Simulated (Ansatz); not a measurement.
# Cl2H2OSn: the cost of one run

All numbers below are computed with Ansatz 0.2.0 (RKS B3LYP-D4/def2-SVP).

## (1) The system as given

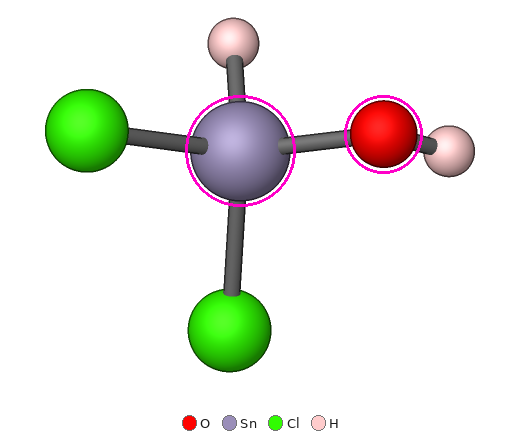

Start, viewed from a free direction; oxygen red, tin purple, chlorine green, hydrogen pink. Ringed: O1, Sn2.

Coordinates:

```xyz
6

O     0.3620    0.9445   -1.2602
Sn    0.0952   -0.2192    0.2841
Cl    1.7878   -1.8216    0.2626
Cl   -1.9139   -1.2890    0.1515
H    -0.4684    1.5856   -1.2450
H     0.1795    0.7357    1.7609
```

## (2) End point A

Input file input.yaml:

```yaml
crystal:
  periodic: [false, false, false]
  atoms:
    - { symbol: O, position_ang: [0.362, 0.9445, -1.2602] }
    - { symbol: Sn, position_ang: [0.0952, -0.2192, 0.2841] }
    - { symbol: Cl, position_ang: [1.7878, -1.8216, 0.2626] }
    - { symbol: Cl, position_ang: [-1.9139, -1.289, 0.1515] }
    - { symbol: H, position_ang: [-0.4684, 1.5856, -1.245] }
    - { symbol: H, position_ang: [0.1795, 0.7357, 1.7609] }
basis:
  gaussian: { orbitals: def2-SVP }
hamiltonian:
  xc: b3lyp
  dispersion: d4
relax:
  f_tol: 0.015
  max_steps: 40
```

Launch:

```
> ansatz run input.yaml --threads 1 --pin off --max-ram 2048MiB --backend cpu --events-out ev --progress --plain --runs-dir out
```

**Question.** How long does this run take on 1 thread of Intel Xeon at 2.70GHz, shared host, and how much memory does it need?

About 89 s, with a peak of 0.2 GiB.
